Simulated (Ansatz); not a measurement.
```json
{"atom": "Zr", "x (Å)": "-0.3404", "y (Å)": "0.5221", "z (Å)": "-0.4163"}
{"atom": "Cl", "x (Å)": "0.7203", "y (Å)": "-2.0289", "z (Å)": "0.7228"}
{"atom": "Cl", "x (Å)": "0.9213", "y (Å)": "-0.1471", "z (Å)": "-2.2612"}
{"atom": "Cl", "x (Å)": "-2.3869", "y (Å)": "-0.5397", "z (Å)": "-0.0595"}
{"atom": "Cl", "x (Å)": "-0.8369", "y (Å)": "2.7547", "z (Å)": "-0.7650"}
{"atom": "H", "x (Å)": "1.2781", "y (Å)": "-1.3620", "z (Å)": "1.6678"}
{"atom": "H", "x (Å)": "0.6444", "y (Å)": "0.8009", "z (Å)": "1.1115"}
```

The product side of a reaction path; geometry: PBE0-D4/def2-TZVP; core potentials replace the inner electrons of Zr.

Method: RKS PBE0-D4/def2-TZVPP in Ansatz.

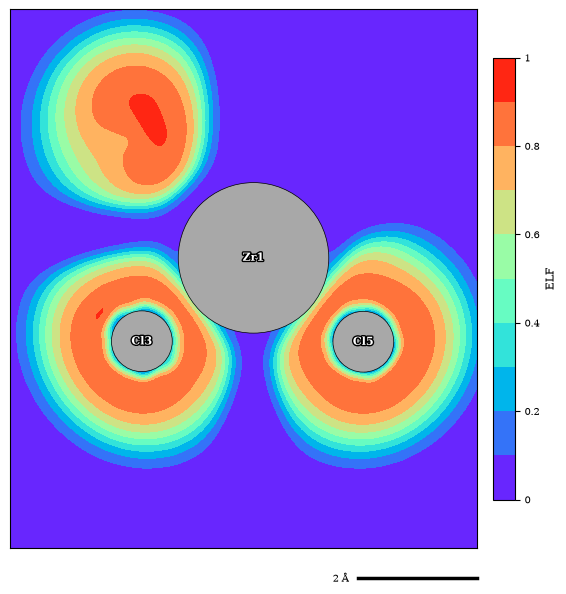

Cl₃HZr···HCl. Electron localisation function on the plane of atoms Cl3, Zr1 and Cl5. Grey discs cover the atomic cores.

Interpret the plot.

The plane passes through Zr and Cl nuclei.
Zr–Cl (2.31 Å): the ELF peaks at about 0.85 in the valence shell of Cl, 0.8 Å from its nucleus, and is about 0.35 at the midpoint.
